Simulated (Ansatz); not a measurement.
**InP2 (charge −1, quintet): density, localisation and related maps**

```xyz
3

In    0.6711    1.3883   -0.4280
P     0.2011   -1.1919   -0.5590
P    -0.8722   -0.1964    0.9870
```

Geometry: r2SCAN-D4/def2-TZVPD; core potentials replace the inner electrons of In; the highest occupied orbital lies above zero, a sign that basis and functional describe the outermost electron poorly.

These are results of Ansatz, UKS PBE0-D4/def2-TZVPD, not measurements.

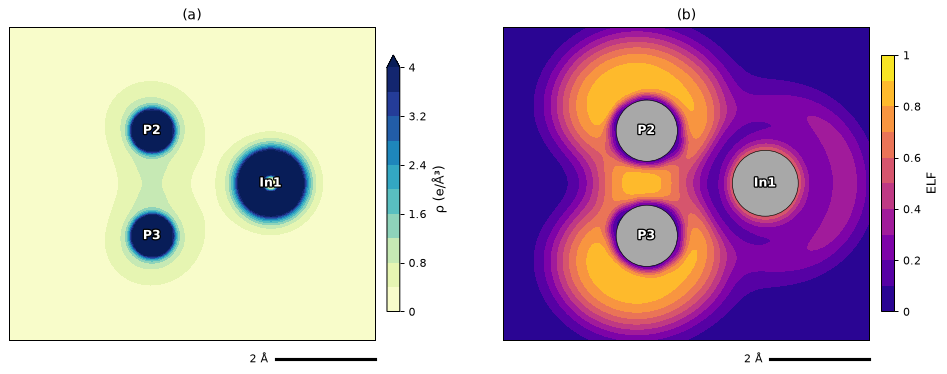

Figure 1. (a) electron density; (b) ELF on the molecular plane. Grey discs cover the atomic cores in the ELF map.

**Describe what can be read from this map.**

The section cuts through In and P sites.
P–P (2.13 Å): ρ at the midpoint is about 0.85 e/Å³; the ELF peaks at about 0.85 between the atoms (a covalent bond).
In–P (2.63 Å): the density is about 0.34 e/Å³ at the midpoint; the ELF peaks at about 0.60 in the valence shell of P, 1.0 Å from its nucleus, and drops to about 0.15 between the two atoms.
The ELF also peaks beside P3 and P2, away from the bonds: non-bonding electrons, paired or unpaired.

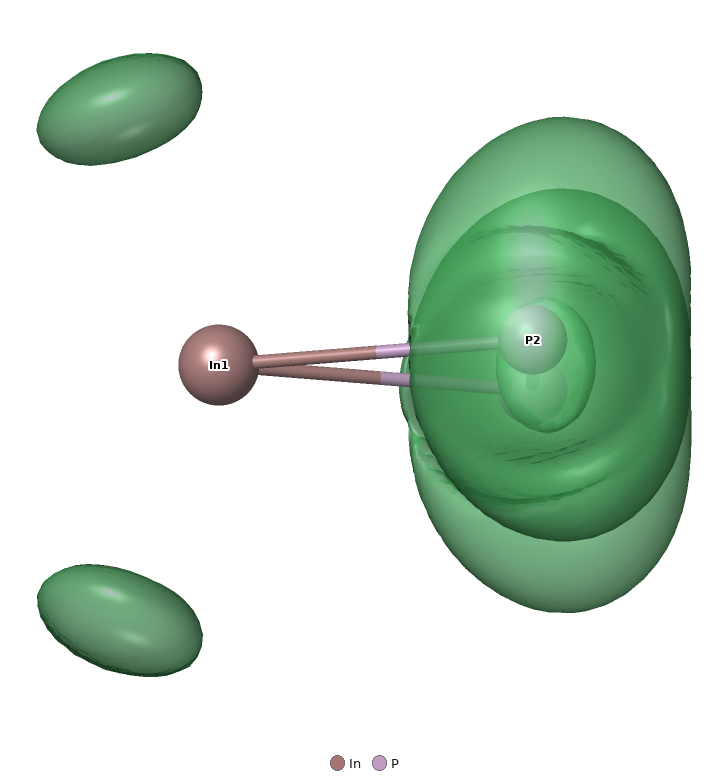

Figure 2. Isosurface of the ELF at 0.8 (green), seen from one side. Core shells and regions of very low density are left out.

**Describe the localisation domains.**

The surface consists of one region between bonded P–P atoms (shared pairs), two lobes on In, pointing away from the bonds (non-bonding electrons) and two regions wrapped around P (the valence shell of each).

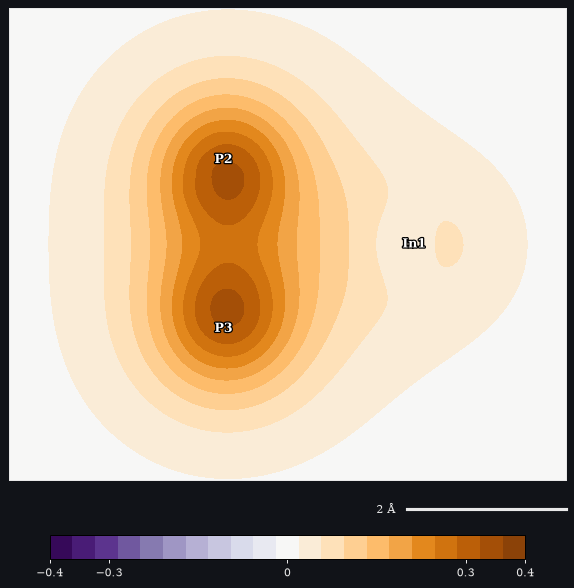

Figure 3. The HOMO (β) on a plane 0.8 Å above the molecular plane (values in Å⁻³ᐟ²; the overall sign is arbitrary).

**What is the character of this orbital?**

By Hirshfeld shares it lies mainly on P2 (about 45 %), P3 (about 45 %) and In1 (about 10 %); it changes sign across the molecular plane (π type); π-bonding across P2–P3. Its energy is −2.08 eV.
